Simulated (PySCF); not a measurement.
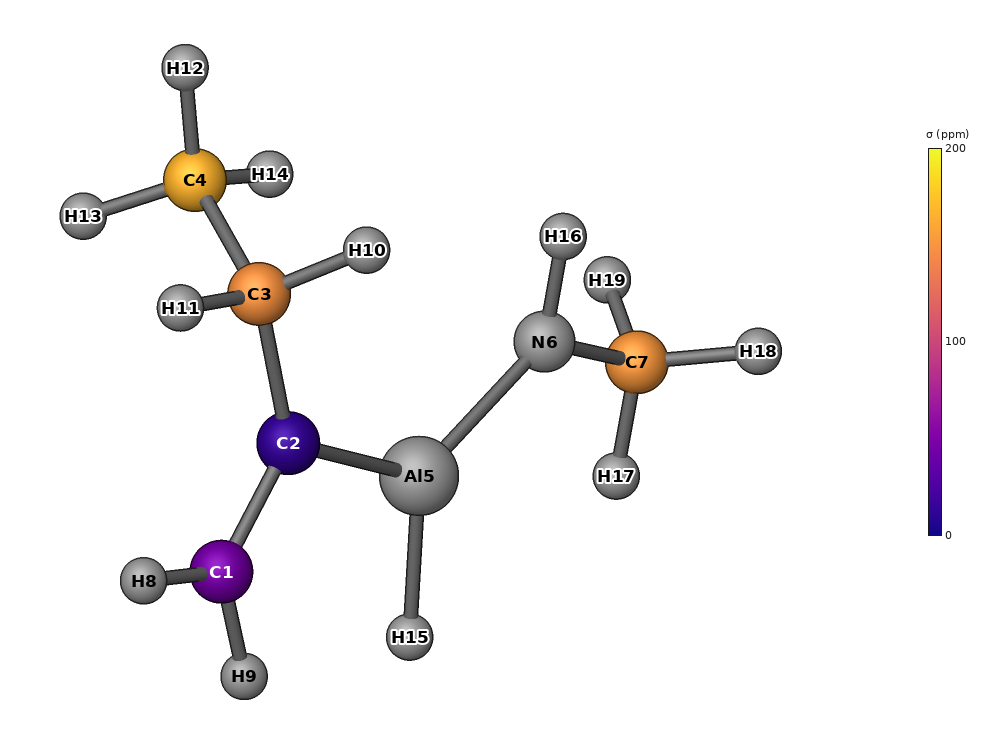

Atoms are coloured by their isotropic NMR shieldings (C only, the others grey). The computed structure is the end point of a GFN2-xTB optimisation. No frequency run is at hand to confirm it as a minimum. Properties computed with GIAO PBE0/pcSseg-1 NMR shielding, non-relativistic, gas phase (PySCF 2.14.0).

**Which C atom is the most shielded (lowest chemical shift)?**

C4 (166.7 ppm).

**Which C atom is the least shielded (highest chemical shift)?**

C2 (14.4 ppm).

**How wide is the range of C shifts?**

152.3 ppm.

Give the isotropic NMR shieldings of the C atoms atom by atom.

```csv
atom,σ (ppm)
C1,46.2
C2,14.4
C3,148.9
C4,166.7
C7,151.7
```

The geometry is semi-empirical. Around Al such bond lengths and angles can be off by a tenth of an ångström or more and by several degrees, and values that hang on the shape move with them.
